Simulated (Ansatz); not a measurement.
# Is Nb-Al-Nb stack of (111) layers a stable metal?, part 2 of 2

The plan: relax Nb-Al-Nb stack of (111) layers, check its phonons, and, if the lattice is stable, compute its Eliashberg function and ρ(T).

Ansatz 0.2.0; DFT LDA, scalar-relativistic, plane waves, PAW; PAW set soft_1.

So far. Step 3 (Tight relaxation): Little changed from the start: no atom moved by 0.005 Å and no cell edge by 0.1 %.

### 4. Phonons by linear response: q 2×2×1, k 6×6×1

Before any scattering is computed, the phonons show whether the structure is a minimum.

File input.yaml:

```yaml
crystal:
  lattice:
    - [2.7357215805, 0.0, 0.0]
    - [-1.3678607902, 2.3692043864, 0.0]
    - [0.0, 0.0, 33.1530758754]
  atoms:
    - { symbol: Nb, position: [0.0, 0.0, 0.1645891042] }
    - { symbol: Al, position: [0.3333333333, 0.6666666667, 0.2364266299] }
    - { symbol: Nb, position: [0.6666666667, 0.3333333333, 0.3082641556] }
  periodic: [true, true, false]
kpoints:
  mp_grid: { grid: [6, 6, 1] }
hamiltonian:
  xc: lda
  pseudopotentials: { kind: paw, azcp: { folder: soft_1 }, xc_functional: pbe }
scf:
  occupations: { method: methfessel_paxton, width: 0.2 }
output:
  eigenvalues: true
phonons:
  method: dfpt
  qmesh: [2, 2, 1]
  temperatures: { t_max: 1000, t_step: 50 }
  qpath:
    path:
      - [0.0, 0.0, 0.0]
      - [0.5, 0.0, 0.0]
      - [0.33333333, 0.33333333, 0.0]
      - [0.0, 0.0, 0.0]
    npoints: 10
```

Started as:

```
ansatz run input.yaml --threads 4 --pin off --max-ram 12288MiB --backend cpu --events-out ev --progress --plain --runs-dir out
```

Numbers of over 12 decimals in the logs are rounded to 6 here.

The program printed:

```text
Warning: crystal.symmetry: narrowed to the stabiliser of the run's FFT grids — unitary ops 12 → 6. A phonons.method: dfpt run fills in the rows of the dynamical matrix that it does not solve by its symmetry operations, which is exact only for operations that map its FFT grids onto themselves: filled in by any other, the frequencies could depend on the order in which like atoms are typed, or, by more than the grids' own error, on where the crystal sits among the grids' points. Excluded: 6 operations. The run can therefore solve more perturbations, solve them on more k-points, or both, and cost more. [rest of the remark cut]
[...]
Crystal: 3 atoms, lattice volume = 214.881 Å³
Basis set: ecut = 420 eV, 4209 PW (Γ), exchange–correlation on 40×40×450 points (8 copies of the dense FFT grid, shifted against one another)
Bands: 19, of which v1, the nominal top of the filled ones, is band 15 counted from 1 (14 counted from 0)
Symmetry: 12 space group operations
k-points: 7 of 36 (irreducible under 6 space group operations, time reversal used)
[...]
SCF iter   1: F=—  HF=-9397.836788 eV  |F-HF|=—  |Δ(HF+E_count)|=         —  Δρ=3.62e-2  dr2=1.41e1  ethr=3.10e-3  ⟨swp⟩=13.3  Hψ=1196  notcnv=0
[...]
SCF iter  16: F=-9395.927972 eV  HF=-9395.927972 eV  |F-HF|=1.22e-10  |Δ(HF+E_count)|=  1.29e-10  S|Δr|=    0.00e0  Δρ=2.70e-8  dr2=3.45e-12  ethr=1.00e-12  ⟨swp⟩=16.3  Hψ=1162  notcnv=0
SCF 1 converged in 16 iterations: F = -9395.927972 eV  dr2 = 3.45e-12
[...]
phonons: the bands overlap, so this run is a metal and interpolates without the dipole-dipole term. If the crystal is really an insulator or semiconductor, its LO-TO splitting is missing
NSCF: frozen V_eff on 7 k-points
[...]
DFPT response loops at q = (0, 0, 0) (fractional): preconditioner auto → none (partly filled bands, converged f_vac=0.702); β = 0.50; Broyden in place of MSR1
[...]
SCF converged after 16 iterations
Stability not checked: this state was not tested for a lower state beside it, because cold or Methfessel-Paxton smearing, or corrected tetrahedra, fill the levels in a way that the test cannot read (fill_not_monotonic; see scf.lower_state_search)
Free energy (F): -9395.927972 eV
[...]
Internal energy: -9395.905346 eV  (E = F + TS)
E sigma→0 (E₀):  -9395.922316 eV
Entropy (-TS):   -0.022627 eV (-7.542 meV/atom)
Fermi energy:    -5.744683 eV
[...]
--- Band table (eV; the first three rows and the last of 7) ---
  k-point 0: bands = [... 11 lower, -7.9588, -5.9019, -5.5139, -5.0909, -5.0909, -5.0908, -5.0908, -1.6160]
  k-point 1: bands = [... 11 lower, -7.4704, -5.9462, -5.9307, -5.8700, -5.8164, -3.9992, -3.9932, -3.2262]
  k-point 2: bands = [... 11 lower, -8.1746, -6.9006, -6.0354, -4.5952, -4.0812, -2.9781, -2.7928, -2.6553]
  k-point 6: bands = [... 11 lower, -7.2278, -5.8028, -5.8028, -5.7277, -5.7213, -5.4973, -5.4973, -2.1334]
--- Phonons (Γ-DFPT): 6 representative perturbations + reference (Σ response iterations 37) ---
  ASR residual: 4.633e-5 → 0.000e0 eV/Å²; symmetrization residual: 6.344e-6 eV/Å²
  The last average, over the group as it would stand without the narrowing to the FFT grids, took up to 5.197e-7 eV/Å² of the zone centre's force constants
  ASR residual per site (eV/Å²): 4.63e-5 9.67e-6 4.53e-5
  Γ frequencies (cm⁻¹): -43.16 -43.16 0.00 0.00 0.00 132.65 138.17 138.17 307.28
--- Phonons (arbitrary-q DFPT): 2 irreducible q on the 2×2×1 mesh ---
  q = [0.0000, 0.0000, 0.0000] (star 1, of the zone-centre solve; hermiticity 1.55e-6, symmetrization 3.83e-12, taken by the last average 6.35e-8): -43.16 -43.16 -0.00 -0.00 0.00 132.65 138.17 138.17 307.28
  q = [0.0000, -0.5000, 0.0000] (star 3, 9 solved perturbations on 13 of 36 k-point pairs; hermiticity 5.92e-6, symmetrization 1.49e-6, taken by the last average 9.68e-8): 40.27 54.86 163.98 171.17 197.17 204.47 213.53 285.35 332.58
  sum rule: each row above includes the acoustic sum rule's correction from the zone centre's row sums; it moved no ω² by more than (0.37 cm⁻¹)²
  mesh force constants: q→R imaginary residual 1.35e-17; ASR residual 4.633e-5 → 0.000e0 eV/Å²; symmetrization residual 7.105e-15 eV/Å²
  interpolated dispersion: 31 rows × 9 modes
  density of states and harmonic sums: on the 26×26×1 q-mesh, interpolated from the force constants of a 2×2×1 supercell (no non-analytic term)
  largest difference from the sums on the solved wave vectors: F 1.93e-1 eV, S 2.86e-4 and C_V 9.33e-5 eV/K
  zero-point energy: 0.094162 eV/cell   skipped modes (ω ≤ 0): 19, of them read as no rigid motion or as one in doubt: 16 (1.627e-1 modes/cell left out, lowest -43.16 cm⁻¹)   left out of the sums: 1.86e-2 of the cell's modes: C_V's classical limit lies that fraction below 3 k_B per atom; for a crystal, a wire or a layer, F and S can be off by more, and a phonons.interpolated_qmesh denser along its periods is the remedy for the sampling
```

Run time: 35 s. Hardware: 4 threads of Arm Neoverse V1, shared host; peak memory 0.65 GiB; 2.1 min of CPU time.

The column dr2 measures how far the density is from self-consistency, as an energy; F and HF (Harris–Foulkes) agree once it is small.

This step gave:

| Quantity | Value |
| --- | --- |
| share of imaginary modes in the plain interpolation between solved wavevectors | 0.0186 |
| highest frequency, solved or plainly interpolated | 332.6 cm⁻¹ |

Solved on the 2×2×1 mesh alone; all other wavevectors are interpolated. The phonon branches at the labelled points (cm⁻¹):

| point | branch 1 | branch 2 | branch 3 | branch 4 | branch 5 | branch 6 | branch 7 | branch 8 | branch 9 |
| --- | --- | --- | --- | --- | --- | --- | --- | --- | --- |
| Γ | -43 | -43 | 0 | 0 | 0 | 133 | 138 | 138 | 307 |
| M | 40 | 55 | 164 | 171 | 197 | 204 | 214 | 285 | 333 |
| K | 136 | 156 | 156 | 157 | 184 | 184 | 285 | 289 | 289 |
| Γ | -43 | -43 | 0 | 0 | 0 | 133 | 138 | 138 | 307 |

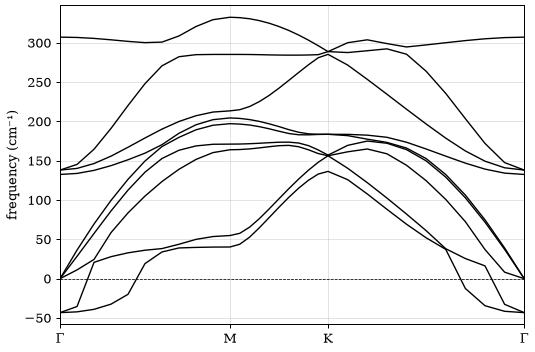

Phonon branches along the path.

Among the solved wavevectors the lowest mode, translations apart, is -43.2 cm⁻¹, imaginary.

### 5. Phonons by linear response: q 3×3×1, k 9×9×1

An imaginary mode on so few k-points may come from the sampling, so the phonons are repeated with another q and k mesh.

input.yaml: that of step 4 with these lines changed.

```diff
@@ -11,3 +11,3 @@
 kpoints:
-  mp_grid: { grid: [6, 6, 1] }
+  mp_grid: { grid: [9, 9, 1] }
 hamiltonian:
@@ -21,3 +21,3 @@
   method: dfpt
-  qmesh: [2, 2, 1]
+  qmesh: [3, 3, 1]
   temperatures: { t_max: 1000, t_step: 50 }
```

The program printed:

```text
[...]
Crystal: 3 atoms, lattice volume = 214.881 Å³
Basis set: ecut = 420 eV, 4209 PW (Γ), exchange–correlation on 40×40×450 points (8 copies of the dense FFT grid, shifted against one another)
Bands: 19, of which v1, the nominal top of the filled ones, is band 15 counted from 1 (14 counted from 0)
Symmetry: 12 space group operations
k-points: 12 of 81 (irreducible under 6 space group operations, time reversal used)
[...]
SCF iter   1: F=—  HF=-9397.646536 eV  |F-HF|=—  |Δ(HF+E_count)|=         —  Δρ=3.72e-2  dr2=1.47e1  ethr=3.10e-3  ⟨swp⟩=13.2  Hψ=2076  notcnv=0
[...]
SCF iter  13: F=-9395.725144 eV  HF=-9395.725144 eV  |F-HF|=5.46e-11  |Δ(HF+E_count)|=  5.48e-10  S|Δr|=    0.00e0  Δρ=1.89e-8  dr2=1.42e-12  ethr=1.00e-12  ⟨swp⟩=15.4  Hψ=1858  notcnv=0
SCF 1 converged in 13 iterations: F = -9395.725144 eV  dr2 = 1.42e-12
[...]
WARN: eigensolver did not converge in 2 slots of this pass, the one above among them; of largest residual over every band (k=0): 1 band(s) unlocked (lowest unlocked band 18, counted from 0; max residual 5.86e-3 eV among the unlocked bands, 5.86e-3 eV over every band); of lowest unlocked band (k=0): band 18
[...]
SCF converged after 13 iterations
[...]
Free energy (F): -9395.725144 eV
[...]
Internal energy: -9395.708034 eV  (E = F + TS)
E sigma→0 (E₀):  -9395.720867 eV
Entropy (-TS):   -0.017110 eV (-5.703 meV/atom)
Fermi energy:    -5.684730 eV
[...]
--- Band table (eV; the first three rows and the last of 12) ---
  k-point 0: bands = [... 11 lower, -7.9304, -5.8576, -5.4576, -5.0949, -5.0949, -5.0948, -5.0948, -1.6099]
  k-point 1: bands = [... 11 lower, -7.6653, -5.8023, -5.6507, -5.5853, -5.5569, -4.6018, -4.5987, -2.6693]
  k-point 2: bands = [... 11 lower, -7.4900, -6.0757, -6.0582, -5.8651, -5.6926, -3.4032, -3.2103, -3.1980]
  k-point 11: bands = [... 11 lower, -7.2012, -5.7755, -5.7755, -5.7123, -5.7068, -5.4734, -5.4734, -2.1035]
[...]
ASR residual: 2.693e-5 → 0.000e0 eV/Å²; symmetrization residual: 5.730e-6 eV/Å²
[...]
ASR residual per site (eV/Å²): 2.58e-5 1.50e-5 2.69e-5
  Γ frequencies (cm⁻¹): 0.00 0.00 0.00 28.47 28.47 124.31 141.01 141.01 295.26
--- Phonons (arbitrary-q DFPT): 3 irreducible q on the 3×3×1 mesh ---
[...]
q = [0.3333, 0.3333, 0.0000] (star 2, 6 solved perturbations in 192 linear systems a pass and spin channel, the states on 45 of 81 k-point pairs; hermiticity 1.20e-6, symmetrization 8.60e-8, taken by the last average 8.70e-8): -158.36 -158.36 106.32 106.32 159.30 165.03 282.37 282.37 292.50
[...]
interpolated dispersion: 31 rows × 9 modes
[...]
```

Run time: 1.8 min. Hardware: 4 threads; peak memory 0.8 GiB.

Numbers from this step:

```
share of imaginary modes in the plain interpolation between solved wavevectors : 0.2852
highest frequency, solved or plainly interpolated                              : 325.5 cm⁻¹
```

Solved on the 3×3×1 mesh alone; all other wavevectors are interpolated. Phonon branches along the path, in cm⁻¹:

| point | branch 1 | branch 2 | branch 3 | branch 4 | branch 5 | branch 6 | branch 7 | branch 8 | branch 9 |
| --- | --- | --- | --- | --- | --- | --- | --- | --- | --- |
| Γ | 0 | 0 | 0 | 28 | 28 | 124 | 141 | 141 | 295 |
| M | -103 | -75 | -31 | 56 | 105 | 107 | 210 | 280 | 326 |
| K | -158 | -158 | 106 | 106 | 159 | 165 | 282 | 282 | 292 |
| Γ | 0 | 0 | 0 | 28 | 28 | 124 | 141 | 141 | 295 |

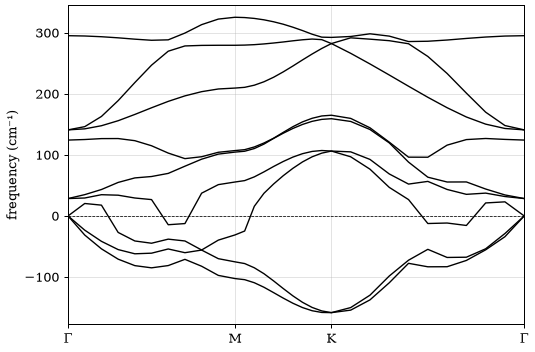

Phonon branches along the path.

Lowest modes at the softest wavevector of the mesh. Modes at q = (0.333, 0.333, 0.000), with each element's share of the kinetic energy (negative means imaginary):

| mode | frequency (cm⁻¹) | Nb % | Al % |
| --- | --- | --- | --- |
| 1 | -158.4 | 100 | 0 |
| 2 | -158.4 | 100 | 0 |
| 3 | 106.3 | 100 | 0 |
| 4 | 106.3 | 100 | 0 |
| 5 | 159.3 | 100 | 0 |
| 6 | 165.0 | 89 | 11 |

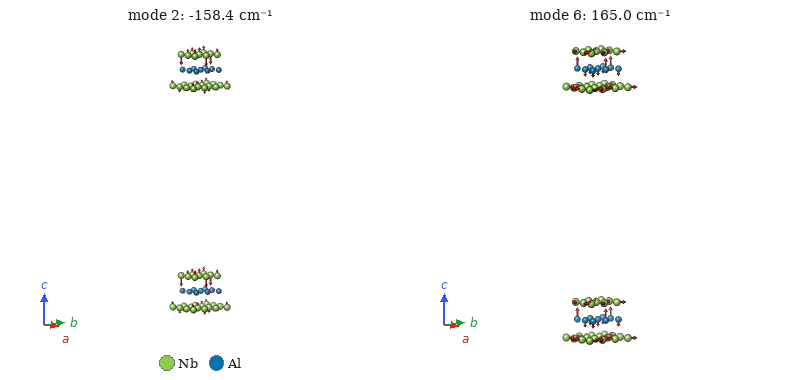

Displacement patterns of modes 2 and 6 at q = (0.333, 0.333, 0.000); arrows are exaggerated. 3×3×2 cells are drawn. Some periodic images of atoms are drawn too.

The modes has structure finer than the step of the table below, so its rows give means over 25 cm⁻¹, whole bins alone (the curve runs from -168 to 345 cm⁻¹). Peaks (cm⁻¹: height): Al 209.1: 0.0178, 286.5: 0.0635; Nb -81.3: 0.0398, -61.9: 0.0328, -20.0: 0.0195, 34.9: 0.0330, 51.0: 0.0284, 99.4: 0.0423, 125.2: 0.0316.

Phonopy on the run's constants, 21x21x1 mesh, Gaussian sigma 3.7 cm⁻¹. Table of modes by wavenumber; means over each step; values in 1/cm⁻¹/cell:

| wavenumber (cm⁻¹) | Al | Nb |
| --- | --- | --- |
| -150 | 2.3e-5 | 0.00717 |
| -125 | 8.2e-5 | 0.00980 |
| -100 | 2.0e-4 | 0.0145 |
| -75 | 6.2e-4 | 0.0321 |
| -50 | 4.9e-4 | 0.0180 |
| -25 | 7.3e-4 | 0.0170 |
| 0 | 2.1e-4 | 0.00312 |
| 25 | 7.0e-4 | 0.0179 |
| 50 | 7.8e-4 | 0.0259 |
| 75 | 2.5e-4 | 0.0218 |
| 100 | 3.9e-4 | 0.0341 |
| 125 | 5.9e-4 | 0.0228 |
| 150 | 0.00606 | 0.0100 |
| 175 | 0.00841 | 9.4e-4 |
| 200 | 0.0142 | 3.1e-4 |
| 225 | 0.0123 | 1.8e-4 |
| 250 | 0.00873 | 8.7e-5 |
| 275 | 0.0280 | 0.00224 |
| 300 | 0.0301 | 0.00192 |
| 325 | 0.00724 | 3.7e-5 |

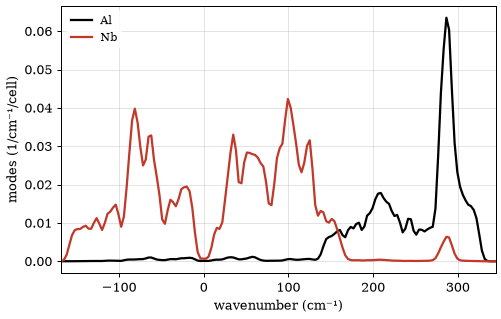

Modes, plotted against wavenumber.

No LO-TO term; unit eigenvectors of the mass-weighted matrix. The modes at Γ (shares of kinetic energy by element, %):

| mode | frequency (cm⁻¹) | symmetry | Nb % | Al % |
| --- | --- | --- | --- | --- |
| 1 | 0.0 | unnamed | 87 | 13 |
| 2 | 0.0 | unnamed | 87 | 13 |
| 3 | 0.0 | unnamed | 87 | 13 |
| 4 | 28.5 | Eg | 100 | 0 |
| 5 | 28.5 | Eg | 100 | 0 |
| 6 | 124.3 | A1g | 100 | 0 |
| 7 | 141.0 | Eu | 13 | 87 |
| 8 | 141.0 | Eu | 13 | 87 |
| 9 | 295.3 | A2u | 13 | 87 |

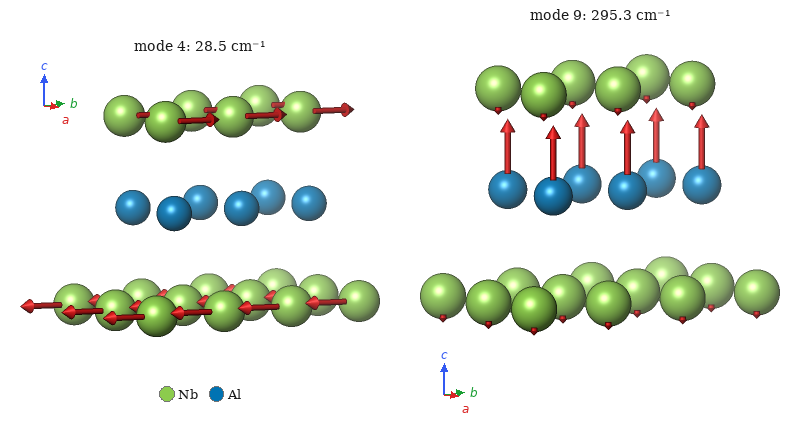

Displacement patterns of modes 4 and 9 at Γ; arrows are exaggerated. 2×3×1 cells are drawn. Some periodic images of atoms are drawn too.

Among the solved wavevectors the lowest mode, translations apart, is -158 cm⁻¹, imaginary.

### 6. Coupling and resistivity: q 3×3×1, k 9×9×1, scattering 18×18×1

Phonons, couplings and the Boltzmann equation in one run.

input.yaml: that of step 5 with these lines changed.

```diff
@@ -30 +30,4 @@
     npoints: 10
+  electrical_resistivity:
+    mesh: [18, 18, 1]
+    temperatures: [20.0, 50.0, 77.0, 100.0, 150.0, 200.0, 300.0, 400.0, 600.0, 800.0]
```

The program printed:

```text
[the first part of the log is left out]
  E_hartree    = 33506.937793
  E_xc         = -366.961407
  E_vxc        = -430.354505  (∫ρ·V_xc dr)
  E_paw        = -6394.191236  (= ΣΔE_a)
  E_vpaw       = -247.897206  (= ΣTr[D̂ρ^β])
  E_aug_tail   = 0.000082  (compensation charges beyond the density's cutoff)
  E_ewald      = 30970.332220
  E_core_change = 0.907104  (= ΣΔE_core)
  E_smearing   = -0.017110  (= −TS)
  E_closure    = 0.000000  (closes the sum)
  Σ components = -9395.725144   (vs F -9395.725144, Δ=0.00e0)
--- Band table (eV; the first three rows and the last of 12) ---
  k-point 0: bands = ["-60.1327", "-60.1326", "-36.2835", "-36.2776", "-35.1941", "-35.1941", "-35.1941", "-35.1941", "-14.8111", "-10.8004", "-9.6325", "-7.9304", "-5.8576", "-5.4576", "-5.0949", "-5.0949", "-5.0948", "-5.0948", "-1.6099"]
  k-point 1: bands = ["-60.0931", "-60.0930", "-36.2450", "-36.2395", "-35.4397", "-35.4396", "-35.2482", "-35.2482", "-14.4993", "-10.3191", "-9.0794", "-7.6653", "-5.8023", "-5.6507", "-5.5853", "-5.5569", "-4.6018", "-4.5987", "-2.6693"]
  k-point 2: bands = ["-59.9912", "-59.9912", "-36.1467", "-36.1425", "-36.0350", "-36.0349", "-35.3827", "-35.3826", "-13.6042", "-9.3325", "-8.2117", "-7.4900", "-6.0757", "-6.0582", "-5.8651", "-5.6926", "-3.4032", "-3.2103", "-3.1980"]
  k-point 11: bands = ["-59.7382", "-59.7382", "-36.5689", "-36.5683", "-36.5645", "-36.5645", "-35.9016", "-35.9016", "-8.1594", "-7.9877", "-7.9877", "-7.2012", "-5.7755", "-5.7755", "-5.7123", "-5.7068", "-5.4734", "-5.4734", "-2.1035"]
--- Phonons (Γ-DFPT): 6 representative perturbations + reference (Σ response iterations 29) ---
  ASR residual: 2.378e-5 → 0.000e0 eV/Å²; symmetrization residual: 1.880e-7 eV/Å²
  The last average, over the group as it would stand without the narrowing to the FFT grids, took up to 7.569e-8 eV/Å² of the zone centre's force constants
  ASR residual per site (eV/Å²): 2.38e-5 4.32e-6 2.36e-5
  Γ frequencies (cm⁻¹): 0.00 0.00 0.00 28.47 28.47 124.31 141.01 141.01 295.26
--- Phonons (arbitrary-q DFPT): 3 irreducible q on the 3×3×1 mesh ---
  q = [0.0000, 0.0000, 0.0000] (star 1, of the zone-centre solve; hermiticity 4.98e-8, symmetrization 4.10e-12, taken by the last average 1.00e-8): 0.00 0.00 0.00 28.47 28.47 124.31 141.01 141.01 295.26
  q = [0.0000, 0.3333, 0.0000] (star 6, 9 solved perturbations on 45 of 81 k-point pairs; hermiticity 7.49e-8, symmetrization 9.19e-10, taken by the last average 8.90e-9): -75.14 -54.33 -36.50 -25.34 77.27 95.85 193.90 277.25 294.77
  q = [0.3333, 0.3333, 0.0000] (star 2, 6 solved perturbations in 192 linear systems a pass and spin channel, the states on 45 of 81 k-point pairs; hermiticity 3.72e-8, symmetrization 1.17e-8, taken by the last average 1.20e-8): -158.36 -158.36 106.32 106.32 159.30 165.03 282.37 282.37 292.50
  sum rule: each row above includes the acoustic sum rule's correction from the zone centre's row sums; it moved no ω² by more than (0.26 cm⁻¹)²
  mesh force constants: q→R imaginary residual 0.00e0; ASR residual 2.378e-5 → 0.000e0 eV/Å²; symmetrization residual 6.217e-15 eV/Å²
  interpolated dispersion: 31 rows × 9 modes
  density of states and harmonic sums: on the 27×27×1 q-mesh, interpolated from the force constants of a 3×3×1 supercell (no non-analytic term)
  largest difference from the sums on the solved wave vectors: F 2.25e-1 eV, S 3.02e-4 and C_V 7.69e-5 eV/K
  zero-point energy: 0.065232 eV/cell   skipped modes (ω ≤ 0): 192, of them read as no rigid motion or as one in doubt: 189 (2.549e0 modes/cell left out, lowest -158.36 cm⁻¹)   left out of the sums: 2.84e-1 of the cell's modes: C_V's classical limit lies that fraction below 3 k_B per atom; for a crystal, a wire or a layer, F and S can be off by more, and a phonons.interpolated_qmesh denser along its periods is the remedy for the sampling
Error: electrical resistivity: the mode of lowest frequency at the wavevector [0.3333, 0.3333, 0.0000] is imaginary, -158.36 cm⁻¹ (written negative): the force constants describe an unstable lattice; relax the structure, enlarge phonons.supercell (under dfpt, kpoints.mp_grid), or, with a block electrical_resistivity or superconductivity, name a file of force constants under which the crystal is stable (phonons.electron_phonon_force_constants)
The harmonic force constants that this run solved are whole in <dir>
```

It took 1.7 min on 4 threads; peak memory 0.85 GiB.

The run ended with an error.

The program's message: “electrical resistivity: the mode of lowest frequency at the wavevector [0.3333, 0.3333, 0.0000] is imaginary, -158.36 cm⁻¹ (written negative): the force constants describe an unstable lattice; relax t …”

The run stops because a mode is imaginary on the scattering mesh, where no scattering rate is defined; denser k meshes, other smearings and, between solved wavevectors, finer q meshes show whether the instability is real.

### 7. Summary of results

| Item | Value |
| --- | --- |
| phonon run of the rows without a label of their own | LDA, q 3×3×1, k 9×9×1 |
| softest mode on the q mesh | -158 cm⁻¹ at q = (0.333, 0.333, 0) |
| highest frequency, solved or plainly interpolated | 326 cm⁻¹ |

In words: The lattice is dynamically unstable at this level: a mode at q = (0.333, 0.333, 0) is imaginary, 158i cm⁻¹, so no harmonic coupling constant or resistivity is defined for this structure. These meshes are coarse, and single modes of a metal can move by tens of cm⁻¹ with the k mesh. The PAW files were made for PBE; under other functionals the run regenerates their frozen core. The structure was built by hand as an ordered model, and its stability against other phases was not tested.

[Logs are printed without paths, hosts, clocks, repeated set-up lines and the standing remarks that a program may print on its own settings, such as how far it seeks lower states.]

[Hosts, paths, dates, database ids (printed as entryN), source tags and the programs' standing remarks are cut or masked in the printed files.]
